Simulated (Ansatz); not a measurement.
# Work function of Cu(110): what the settings cost and change, part 2 of 2

Aim: the work function of Cu(110) against thickness and vacuum, with the cost.

Ansatz 0.2.0; plane-wave DFT, PBE, Ansatz PAW.

So far, work function, upper face (eV): step 2 (run, setting 1 layer) 5.08; step 5 (slab, 4 atoms) 4.41; step 6 (slab, 5 atoms) 4.34; step 7 (slab, 6 atoms) 4.42; step 8 (run, 8 atoms) 4.43.

## Step 9: Run, 10 atoms

System of this step: Cu(110). The cell holds 10 atoms: 10 Cu. Cell: a = 3.610 Å, b = 2.553 Å, c = 29.487 Å, α = 90.0°, β = 90.0°, γ = 90.0°. Vacuum lies along c.

The input, input.yaml:

```yaml
crystal:
  lattice:
    - [3.61, 0.0, 0.0]
    - [0.0, 2.5526554801, 0.0]
    - [0.0, 0.0, 29.4869496604]
  atoms:
    - { symbol: Cu, position: [0.5, 0.5, 0.3052197702] }
    - { symbol: Cu, position: [0.0, 0.0, 0.3485042657] }
    - { symbol: Cu, position: [0.5, 0.5, 0.3917887612] }
    - { symbol: Cu, position: [0.0, 0.0, 0.4350732567] }
    - { symbol: Cu, position: [0.5, 0.5, 0.4783577522] }
    - { symbol: Cu, position: [0.0, 0.0, 0.5216422478] }
    - { symbol: Cu, position: [0.5, 0.5, 0.5649267433] }
    - { symbol: Cu, position: [0.0, 0.0, 0.6082112388] }
    - { symbol: Cu, position: [0.5, 0.5, 0.6514957343] }
    - { symbol: Cu, position: [0.0, 0.0, 0.6947802298] }
kpoints:
  mp_grid: { grid: [11, 16, 1] }
hamiltonian:
  xc: pbe
scf:
  occupations: { method: fermi_dirac, width: 0.1 }
  convergence: { dr2_threshold: 1.0e-09 }
efield:
  axis: 3
  dipole_correction: true
  ramp_position: 0.97
  ramp_width: 0.06
output:
  write_potential: true
  write_density: true
  volumetric_format: npy
```

Run with:

```console
ansatz run input.yaml --threads 2 --pin off --max-ram 3072MiB --backend cpu --events-out ev --progress --plain --runs-dir out
```

Numbers of over 12 decimals in the logs are rounded to 6 here.

The log of the run:

```text
[...]
Crystal: 10 atoms, lattice volume = 271.725 Å³
Basis set: ecut = 420 eV, 5359 PW (Γ)
Bands: 114, of which v1, the nominal top of the filled ones, is band 95 counted from 1 (94 counted from 0)
Symmetry: 4 space group operations
k-points: 54 of 176
[...]
k-point 0: bands = [... 91 lower, 3.2951, 3.4390, 3.4458, 3.5717, 4.3926, 5.7148, 6.7310, 7.3202, ... 15 higher]
  k-point 1: bands = [... 91 lower, 3.3174, 3.3829, 3.4371, 3.6000, 4.4486, 5.7968, 6.9525, 7.4104, ... 15 higher]
  k-point 2: bands = [... 91 lower, 3.2793, 3.3971, 3.4160, 3.6709, 4.6155, 6.0364, 7.5430, 7.6726, ... 15 higher]
  k-point 53: bands = [... 91 lower, 4.4334, 5.5570, 5.5570, 6.9162, 6.9163, 8.3986, 8.3986, 8.7412, ... 15 higher]
[key lines of the parts left out:]
SCF converged after 12 iterations
Free energy (F): -66249.935968 eV
Fermi energy:    4.817710 eV
Dipole field:    D = 0.000003 V/Å  (p = 0.000005 e·Å, saw-weighted, corrected)
Work function:   Φ+ = 4.4142 eV   Φ− = 4.4143 eV
```

Wall time 5.8 min (2 threads of Arm Neoverse N1, shared host); peak memory 1.8 GiB; 11 min of CPU time.

The work function is 4.414 eV, -0.011 eV from the run “8 layers”, at 1.5 times its CPU time.

## Step 10: Slab, 13 atoms

System of this step: Cu(110). The cell holds 13 atoms: 13 Cu. Cell: a = 3.610 Å, b = 2.553 Å, c = 33.316 Å, α = 90.0°, β = 90.0°, γ = 90.0°. Vacuum lies along c.

input.yaml, the sections that differ from step 9:

```yaml
crystal:
  lattice:
    - [3.61, 0.0, 0.0]
    - [0.0, 2.5526554801, 0.0]
    - [0.0, 0.0, 33.3159328805]
  atoms:
    - { symbol: Cu, position: [0.0, 0.0, 0.2701410173] }
    - { symbol: Cu, position: [0.5, 0.5, 0.3084508477] }
    - { symbol: Cu, position: [0.0, 0.0, 0.3467606782] }
    - { symbol: Cu, position: [0.5, 0.5, 0.3850705086] }
    - { symbol: Cu, position: [0.0, 0.0, 0.4233803391] }
    - { symbol: Cu, position: [0.5, 0.5, 0.4616901695] }
    - { symbol: Cu, position: [0.0, 0.0, 0.5] }
    - { symbol: Cu, position: [0.5, 0.5, 0.5383098305] }
    - { symbol: Cu, position: [0.0, 0.0, 0.5766196609] }
    - { symbol: Cu, position: [0.5, 0.5, 0.6149294914] }
    - { symbol: Cu, position: [0.0, 0.0, 0.6532393218] }
    - { symbol: Cu, position: [0.5, 0.5, 0.6915491523] }
    - { symbol: Cu, position: [0.0, 0.0, 0.7298589827] }
# kpoints, hamiltonian, scf, efield, output: as in step 9
```

The log of the run:

```text
[...]
Crystal: 13 atoms, lattice volume = 307.009 Å³
Basis set: ecut = 420 eV, 6027 PW (Γ)
Bands: 149, of which v1, the nominal top of the filled ones, is band 124 counted from 1 (123 counted from 0)
Symmetry: 4 space group operations
k-points: 54 of 176
[...]
k-point 0: bands = [... 120 lower, 4.8595, 4.8609, 4.8792, 5.4379, 6.3000, 7.4886, 7.9780, 8.7529, ... 21 higher]
  k-point 1: bands = [... 120 lower, 4.8184, 4.8459, 4.9015, 5.4753, 6.3644, 7.5702, 8.2103, 8.9227, ... 21 higher]
  k-point 2: bands = [... 120 lower, 4.8160, 4.8270, 4.9494, 5.5866, 6.5550, 7.8083, 8.8214, 9.1797, ... 21 higher]
  k-point 53: bands = [... 120 lower, 6.5397, 7.4284, 7.5495, 8.5155, 8.6809, 9.6643, 9.8818, 10.1161, ... 21 higher]
[key lines of the parts left out:]
SCF converged after 13 iterations
Free energy (F): -86125.473842 eV
Fermi energy:    6.257721 eV
Dipole field:    D = 0.000000 V/Å  (p = 0.000000 e·Å, saw-weighted, corrected)
Work function:   Φ+ = 4.3252 eV   Φ− = 4.3251 eV
```

Run time: 9.9 min. Hardware: 2 threads; peak memory 2.5 GiB.

The work function is 4.325 eV, -0.089 eV from the run “10 layers”, at 1.7 times its CPU time.

## Step 11: Slab, 7 atoms

System of this step: Cu(110). The cell holds 7 atoms: 7 Cu. Cell: a = 3.610 Å, b = 2.553 Å, c = 17.658 Å, α = 90.0°, β = 90.0°, γ = 90.0°. Vacuum lies along c.

input.yaml, the sections that differ from step 10:

```yaml
crystal:
  lattice:
    - [3.61, 0.0, 0.0]
    - [0.0, 2.5526554801, 0.0]
    - [0.0, 0.0, 17.6579664403]
  atoms:
    - { symbol: Cu, position: [0.0, 0.0, 0.2831583137] }
    - { symbol: Cu, position: [0.5, 0.5, 0.3554388758] }
    - { symbol: Cu, position: [0.0, 0.0, 0.4277194379] }
    - { symbol: Cu, position: [0.5, 0.5, 0.5] }
    - { symbol: Cu, position: [0.0, 0.0, 0.5722805621] }
    - { symbol: Cu, position: [0.5, 0.5, 0.6445611242] }
    - { symbol: Cu, position: [0.0, 0.0, 0.7168416863] }
# kpoints, hamiltonian, scf, efield, output: as in step 10
```

The log of the run:

```text
[...]
Crystal: 7 atoms, lattice volume = 162.720 Å³
Basis set: ecut = 420 eV, 3199 PW (Γ)
Bands: 80, of which v1, the nominal top of the filled ones, is band 67 counted from 1 (66 counted from 0)
Symmetry: 4 space group operations
k-points: 54 of 176
[...]
k-point 0: bands = [... 63 lower, 4.9107, 5.0351, 5.0669, 5.3670, 6.7498, 8.6817, 8.7747, 10.1552, ... 9 higher]
  k-point 1: bands = [... 63 lower, 4.8785, 4.9981, 5.0491, 5.4097, 6.8327, 8.8677, 8.8862, 10.2430, ... 9 higher]
  k-point 2: bands = [... 63 lower, 4.8808, 4.9311, 5.0540, 5.5292, 7.0747, 9.1385, 9.4424, 10.5043, ... 9 higher]
  k-point 53: bands = [... 63 lower, 6.3033, 6.4251, 7.9512, 8.1891, 9.8921, 10.2770, 10.4419, 10.4747, ... 9 higher]
[key lines of the parts left out:]
SCF converged after 12 iterations
Free energy (F): -46374.414886 eV
Fermi energy:    6.436146 eV
Dipole field:    D = 0.000000 V/Å  (p = 0.000000 e·Å, saw-weighted, corrected)
Work function:   Φ+ = 4.3113 eV (in doubt: plateau slope 1.2e-2 eV/Å)   Φ− = 4.3119 eV
```

Run time: 2.2 min. Hardware: 2 threads; peak memory 0.9 GiB; 4.3 min of CPU time.

The work function is 4.311 eV. The program marks this work function as in doubt.

## Step 12: Run, 7 atoms

The cell differs from the one that the last finished run ended in (c 17.658 → 21.658 Å).

input.yaml, the sections that differ from step 11:

```yaml
crystal:
  lattice:
    - [3.61, 0.0, 0.0]
    - [0.0, 2.5526554801, 0.0]
    - [0.0, 0.0, 21.6579664403]
  atoms:
    - { symbol: Cu, position: [0.0, 0.0, 0.3232067064] }
    - { symbol: Cu, position: [0.5, 0.5, 0.3821378043] }
    - { symbol: Cu, position: [0.0, 0.0, 0.4410689021] }
    - { symbol: Cu, position: [0.5, 0.5, 0.5] }
    - { symbol: Cu, position: [0.0, 0.0, 0.5589310979] }
    - { symbol: Cu, position: [0.5, 0.5, 0.6178621957] }
    - { symbol: Cu, position: [0.0, 0.0, 0.6767932936] }
# kpoints, hamiltonian, scf, efield, output: as in step 11
```

The log of the run:

```text
[...]
Crystal: 7 atoms, lattice volume = 199.580 Å³
Basis set: ecut = 420 eV, 3937 PW (Γ)
Bands: 80, of which v1, the nominal top of the filled ones, is band 67 counted from 1 (66 counted from 0)
Symmetry: 4 space group operations
k-points: 54 of 176
[...]
k-point 0: bands = [... 63 lower, 2.9238, 3.0482, 3.0800, 3.3795, 4.7669, 6.6948, 6.7553, 8.2838, ... 9 higher]
  k-point 1: bands = [... 63 lower, 2.8916, 3.0112, 3.0622, 3.4223, 4.8498, 6.8479, 6.8993, 8.3721, ... 9 higher]
  k-point 2: bands = [... 63 lower, 2.8940, 2.9442, 3.0671, 3.5419, 5.0918, 7.1180, 7.4555, 8.6351, ... 9 higher]
  k-point 53: bands = [... 63 lower, 4.3164, 4.4382, 5.9643, 6.2022, 7.9053, 8.2901, 8.4550, 8.4878, ... 9 higher]
[key lines of the parts left out:]
SCF converged after 11 iterations
Free energy (F): -46374.415107 eV
Fermi energy:    4.449265 eV
Dipole field:    D = 0.000000 V/Å  (p = 0.000000 e·Å, saw-weighted, corrected)
Work function:   Φ+ = 4.3169 eV   Φ− = 4.3169 eV
```

Elapsed: 2.3 min, on 2 threads; peak memory 1 GiB; 4.4 min of CPU time.

The work function is 4.317 eV, +0.006 eV from the run “7 layers, 10 Å of vacuum”, at 1.0 times its CPU time.

## Step 13: Run, 7 atoms (run 2)

The cell differs from the one that the last finished run ended in (c 21.658 → 33.658 Å).

input.yaml, the sections that differ from step 12:

```yaml
crystal:
  lattice:
    - [3.61, 0.0, 0.0]
    - [0.0, 2.5526554801, 0.0]
    - [0.0, 0.0, 33.6579664403]
  atoms:
    - { symbol: Cu, position: [0.0, 0.0, 0.3862384266] }
    - { symbol: Cu, position: [0.5, 0.5, 0.4241589511] }
    - { symbol: Cu, position: [0.0, 0.0, 0.4620794755] }
    - { symbol: Cu, position: [0.5, 0.5, 0.5] }
    - { symbol: Cu, position: [0.0, 0.0, 0.5379205245] }
    - { symbol: Cu, position: [0.5, 0.5, 0.5758410489] }
    - { symbol: Cu, position: [0.0, 0.0, 0.6137615734] }
# kpoints, hamiltonian, scf, efield, output: as in step 12
```

The log of the run:

```text
[...]
Crystal: 7 atoms, lattice volume = 310.161 Å³
Basis set: ecut = 420 eV, 6081 PW (Γ)
Bands: 80, of which v1, the nominal top of the filled ones, is band 67 counted from 1 (66 counted from 0)
Symmetry: 4 space group operations
k-points: 54 of 176
[...]
k-point 0: bands = [... 63 lower, -0.2016, -0.0773, -0.0454, 0.2540, 1.6415, 3.5694, 3.6274, 5.2258, ... 9 higher]
  k-point 1: bands = [... 63 lower, -0.2339, -0.1142, -0.0632, 0.2968, 1.7244, 3.7200, 3.7738, 5.3141, ... 9 higher]
  k-point 2: bands = [... 63 lower, -0.2315, -0.1812, -0.0584, 0.4165, 1.9664, 3.9901, 4.3300, 5.5766, ... 9 higher]
  k-point 53: bands = [... 63 lower, 1.1909, 1.3127, 2.8388, 3.0768, 4.7798, 5.1647, 5.3296, 5.3624, ... 9 higher]
[key lines of the parts left out:]
SCF converged after 12 iterations
Free energy (F): -46374.415135 eV
Fermi energy:    1.323822 eV
Dipole field:    D = -0.000000 V/Å  (p = -0.000000 e·Å, saw-weighted, corrected)
Work function:   Φ+ = 4.3170 eV   Φ− = 4.3170 eV
```

The job ended after 3.7 min (2 threads; peak memory 1.5 GiB).

The work function is 4.317 eV, +0.000 eV from the run “7 layers, 14 Å of vacuum”, at 1.6 times its CPU time.

## Step 14: Side by side

Times are for 2 threads of Arm Neoverse N1, shared host. The runs compared:

| no. | setting | work function, upper face (eV) | time | memory (GiB) |
| --- | --- | --- | --- | --- |
| 1 | 1 layer | 5.084 | 23 s | 0.47 |
| 2 | 2 layers | 4.402 | 38 s | 0.49 |
| 3 | 3 layers | 4.415 | 65 s | 0.6 |
| 4 | 4 layers | 4.414 | 83 s | 0.72 |
| 5 | 5 layers | 4.339 | 1.8 min | 0.86 |
| 6 | 6 layers | 4.422 | 2.5 min | 1.0 |
| 7 | 8 layers | 4.425 | 3.9 min | 1.4 |
| 8 | 10 layers | 4.414 | 5.8 min | 1.8 |
| 9 | 13 layers | 4.325 | 9.9 min | 2.5 |
| 10 | 7 layers, 10 Å of vacuum | 4.311 | 2.2 min | 0.9 |
| 11 | 7 layers, 14 Å of vacuum | 4.317 | 2.3 min | 1.0 |
| 12 | 7 layers, 26 Å of vacuum | 4.317 | 3.7 min | 1.5 |

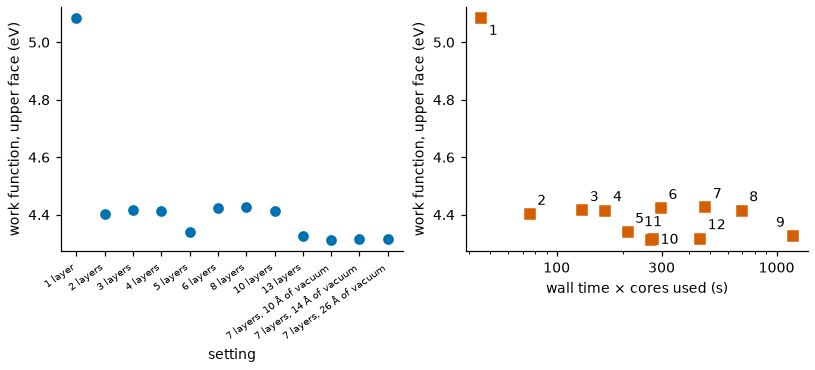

The series as plots; the last panel sets the first result against cost, with the runs numbered as in the table.

## Step 15: A changed input

This step: plane-wave DFT, PBE, Ansatz PAW, but for the change named below (Ansatz 0.2.0).

System of this step: Cu(110) monolayer. The cell holds 1 atom: 1 Cu. Cell: a = 3.610 Å, b = 2.553 Å, c = 18.000 Å, α = 90.0°, β = 90.0°, γ = 90.0°. Vacuum lies along c.

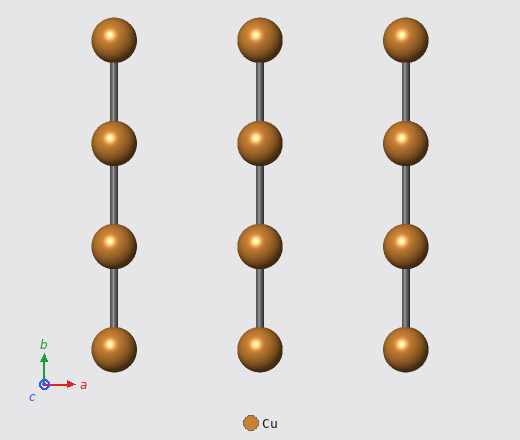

The cell of this step (copper orange). 3×4×1 cells are drawn.

An input spoilt on purpose, to show how the run answers: it repeats the earlier run “1 layer” with hamiltonian.hubbard to sites: [species: Cu, l: d, u_eff: -5.0], and scf.max_iter set to 80; its output block differs too.

input.yaml, the sections that differ from step 13:

```yaml
crystal:
  lattice:
    - [3.61, 0.0, 0.0]
    - [0.0, 2.5526554801, 0.0]
    - [0.0, 0.0, 18.0]
  atoms:
    - { symbol: Cu, position: [0.5, 0.5, 0.5] }
hamiltonian:
  xc: pbe
  hubbard: { sites: [{ species: Cu, l: d, u_eff: -5.0 }] }
scf:
  occupations: { method: fermi_dirac, width: 0.1 }
  convergence: { dr2_threshold: 1.0e-09 }
  max_iter: 80
# kpoints, efield, output: as in step 13
```

The log of the run:

```text
Cu: projections on atomic orbitals take those of the free atom [Ne] 3s2 3p6 3d10 4s1, of charge +0.00 (hamiltonian.pseudopotentials.projection_atoms); the dataset's partial waves leave at most 2.0e-6 of an orbital's norm unspanned inside its sphere
[...]
Crystal: 1 atoms, lattice volume = 165.872 Å³
Basis set: ecut = 420 eV, 3265 PW (Γ)
Bands: 14, of which v1, the nominal top of the filled ones, is band 10 counted from 1 (9 counted from 0)
Symmetry: 4 space group operations
k-points: 54 of 176
[...]
SCF iter   1: F=—  HF=-6625.159902 eV  |F-HF|=—  |Δ(HF+E_count)|=         —  Δρ=1.16e-1  dr2=1.57e1  ethr=3.10e-3  p=-0.000 e·Å  D=-4.59e-15 V/Å  ΔV_dip=0.00 eV  dr2_dipole=1.10e-12  V_vac-E_F(+/−)=2.37/2.37 eV  ⟨swp⟩=5.6  Hψ=4363  notcnv=0
[...]
SCF iter  29: F=-6623.903205 eV  HF=-6623.903205 eV  |F-HF|=6.25e-9  |Δ(HF+E_count)|=   4.93e-9  Δρ=9.65e-7  dr2=7.00e-10  ethr=5.26e-12  p=0.000 e·Å  D=5.06e-10 V/Å  ΔV_dip=-0.00 eV  dr2_dipole=2.84e-18  V_vac-E_F(+/−)=4.42/4.42 eV  ⟨swp⟩=3.7  Hψ=2318  notcnv=0
SCF 1 converged in 29 iterations: F = -6623.903205 eV  dr2 = 7.00e-10
[...]
SCF converged after 29 iterations
Free energy (F): -6623.903205 eV
[...]
Internal energy: -6623.764850 eV  (E = F + TS)
E sigma→0 (E₀):  -6623.834028 eV
Entropy (-TS):   -0.138354 eV (-138.354 meV/atom)
Fermi energy:    -2.818809 eV
Dipole field:    D = -0.000000 V/Å  (p = -0.000000 e·Å, saw-weighted, corrected)
Work function:   Φ+ = 4.4186 eV   Φ− = 4.4186 eV
[...]
--- Band table (eV; the first three rows and the last of 54) ---
  k-point 0: bands = [... 6 lower, -3.3568, -3.1952, -2.9332, -2.9325, -1.3642, 1.2868, 1.9917, 2.1134]
  k-point 1: bands = [... 6 lower, -3.3480, -3.1898, -2.9797, -2.9685, -1.2495, 1.3754, 2.0841, 2.2022]
  k-point 2: bands = [... 6 lower, -3.3229, -3.1744, -3.1029, -3.0663, -0.9195, 1.6414, 2.3607, 2.4685]
  k-point 53: bands = [... 6 lower, -3.1292, -3.0641, -2.9069, 0.3006, 2.1149, 3.3528, 5.7287, 5.7419]
Occupation matrices written to <dir>
```

The job ended after 35 s (2 threads; peak memory 0.48 GiB; 69 s of CPU time).

```csv
quantity,this run,earlier run,difference
"work function, upper face (eV)",4.419,5.084,-0.67
```

It moves by -0.665 eV.

The fault (an enormous or negative U) shows in the results, which are not taken further.

## Step 16: Results

```
work function, 1 layer                  : 5.084 eV
work function, 6 layers                 : 4.422 eV
work function, 13 layers                : 4.325 eV
work function, 7 layers, 10 Å of vacuum : 4.311 eV
```

The thickest slab gives 4.33 eV, and the settings tried spread the value from 4.31 to 5.08 eV. The 13- and 10-layer slabs differ by 0.05 eV or more, so the series is not shown to have settled. Beyond two layers the value swings up and down with thickness, as is usual where quantum-well states cross the Fermi level; the levels were not examined here. Going from 10 to 26 Å of vacuum moves it by 0.006 eV. The program marks the value as in doubt in “7 layers, 10 Å of vacuum”. The ladder's slabs use the tabulated experimental lattice constant (two decimals; a low-temperature value for the alkali metals). In 1 run of the series (7 layers, 10 Å of vacuum) the program warns that electrons reach the sawtooth's ramp, which makes dipole and work function less sure.

Comparison with the measured values:

```
                                               quantity  measured        13 layers
work function (clean (110) face, a compiled value) (eV)      4.56  4.33 (-0.23 eV)
```

Measured values from arxiv:1902.07811 (2019).

**Verdict.** The work function is off by -0.23 eV: fair agreement. The grades are ours: good and fair within 3 and 7 % for the work function. No cell relaxation is part of this session.

[Logs are printed without paths, hosts, clocks, repeated set-up lines and the standing remarks that a program may print on its own settings, such as how far it seeks lower states.]

[Hosts, paths, dates, database ids (printed as entryN), source tags and the programs' standing remarks are cut or masked in the printed files.]

[Maps of the electrostatic potential energy from Ansatz leave out the sawtooth potential of an applied field or a dipole correction, so their vacuum need not be flat; planar profiles and work functions include it.]
